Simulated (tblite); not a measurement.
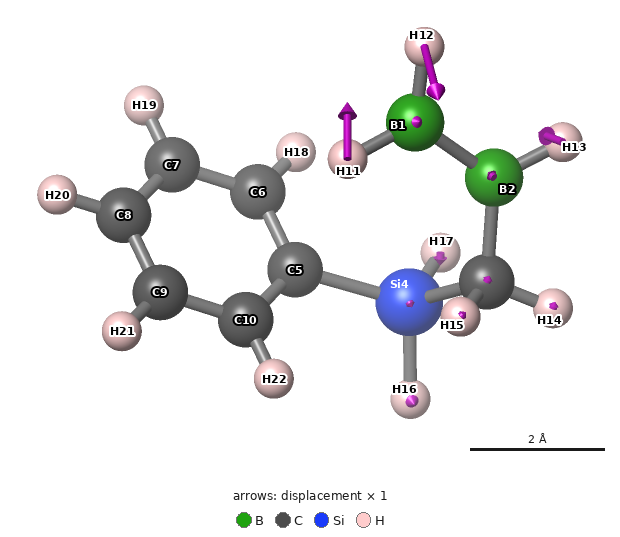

This is a relaxation of C7H12B2Si. The starting structure is drawn; purple arrows show the displacements, at their true length. The two geometries are superimposed by the best rigid fit.

A ball-and-stick model, seen at a tilt.

Level of theory: GFN2-xTB geometry optimisation, gas phase (tblite). 

Question: Atoms of which element are displaced furthest, and by how much?

Answer: Hydrogen: up to 1.28 Å, against 0.16 Å for boron.

Question: What happened in the run?

Answer: After 92 geometry steps the energy has fallen by 0.563 eV. The largest move after the best rigid fit is that of an H atom, 1.28 Å. By element the largest moves are H 1.28 Å, B 0.16 Å, C 0.10 Å, Si 0.09 Å. Among the contacts that change: C–Si 1.837 → 1.887 Å, C–Si 1.882 → 1.916 Å, B–C 1.597 → 1.566 Å, C–H 1.120 → 1.090 Å. Among the angles between lasting bonds that change: H–B–H 119.4° → 114.4°, B–C–H 109.6° → 113.6°, B–C–H 109.6° → 113.3°. Groups turn about B–B by about 85°, B–C by about 20°.
